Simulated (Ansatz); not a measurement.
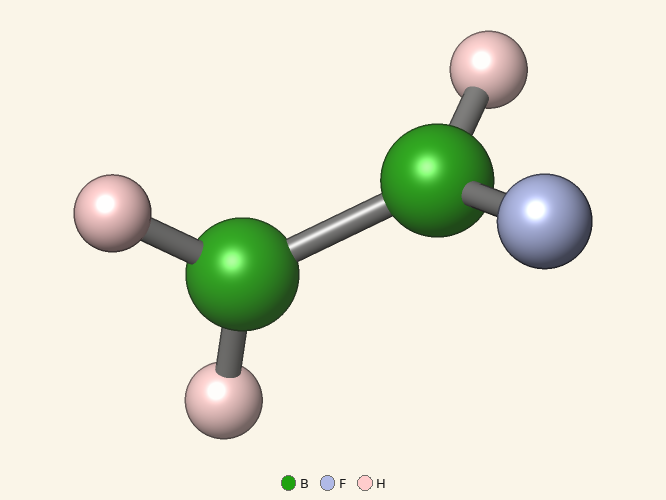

A ball-and-stick model of a molecule. Every bond is drawn as one stick, whatever its order.

The computed structure is the end point of a PBE0-D4/def2-TZVP optimisation. No frequency run is at hand to confirm it as a minimum.

Count the atoms of each element.

B2FH3, 6 atoms: 2 boron, 1 fluorine and 3 hydrogen.

How many bonds of each kind are drawn?

3 B–H, 1 B–B, 1 B–F. Sticks follow a distance rule.

The parts below concern this one geometry. Atoms keep their numbers from picture to picture.

**Symmetry**

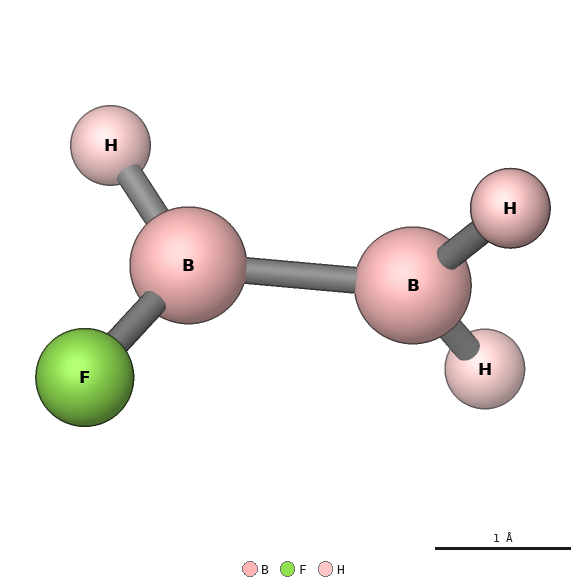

Depth is shown by fading: the farther an atom, the more it takes the colour of the background. No frequency run is at hand to confirm it as a minimum. Masses are those of the most abundant isotopes; constants are for the rigid equilibrium geometry.

What kind of rotor is it, and what are its rotational constants in MHz?

An asymmetric top (Cs): A = 53979, B = 8343, C = 7685 MHz. Ray's parameter κ is −0.97, close to the prolate limit.

**Charges**

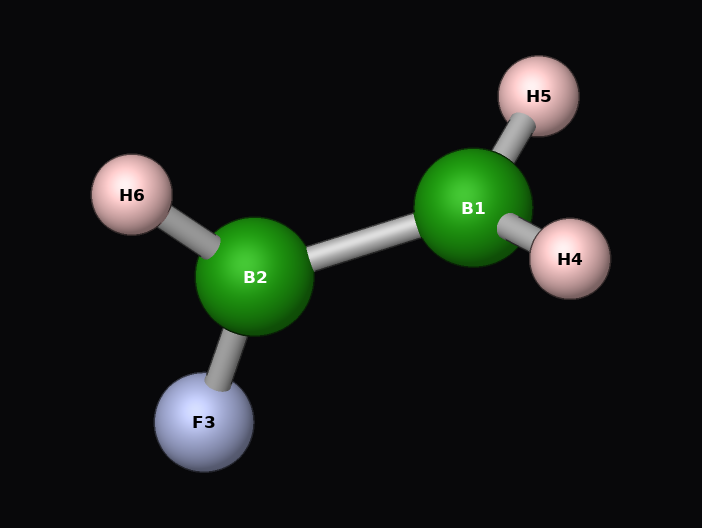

The questions are on Mulliken charges. No frequency run is at hand to confirm it as a minimum. Level of theory: RKS PBE0-D4/def2-TZVP (Ansatz 0.2.0).

Give the Mulliken charges atom by atom.

```
atom  value (e)
  B1      −0.07
  B2       0.22
  F3      −0.22
  H4       0.04
  H5       0.04
  H6      −0.01
```

**Dipole moment**

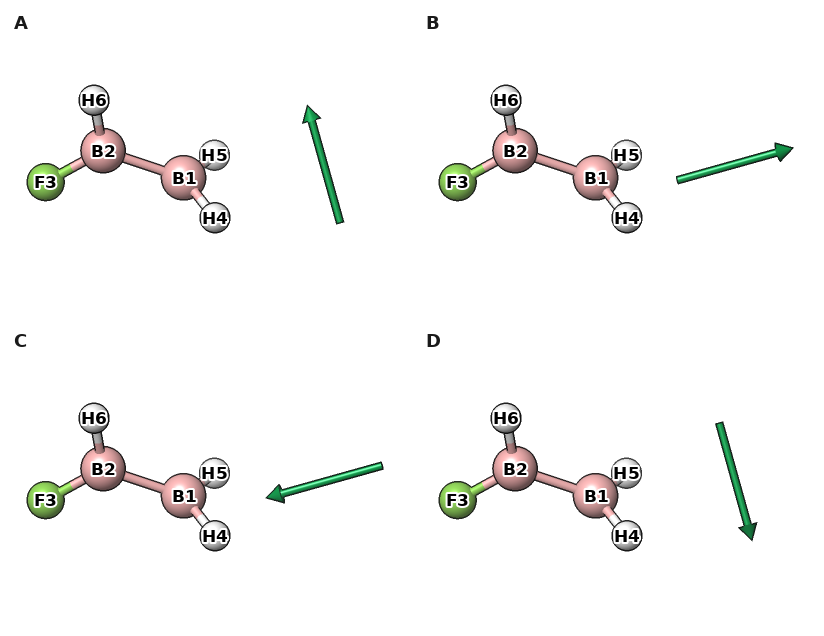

The same molecule four times, each with an arrow. No frequency run is at hand to confirm it as a minimum. Method: RKS PBE0-D4/def2-TZVP (Ansatz 0.2.0).

Which arrow points along the dipole moment, from the negative to the positive end?

B. The dipole moment is 0.86 D; it points from the side of F3 to the side of H4, H5 (the outermost atoms at the two ends).

**Electronic properties**

No frequency run is at hand to confirm it as a minimum. Method: RKS PBE0-D4/def2-TZVPP (Ansatz 0.2.0).

Give the HOMO energy (Kohn–Sham orbital) at this level.

−8.30 eV.

What is the LUMO energy (Kohn–Sham orbital)?

−2.20 eV.

Mulliken values depend strongly on the basis set and can even reverse the polarity of a bond.
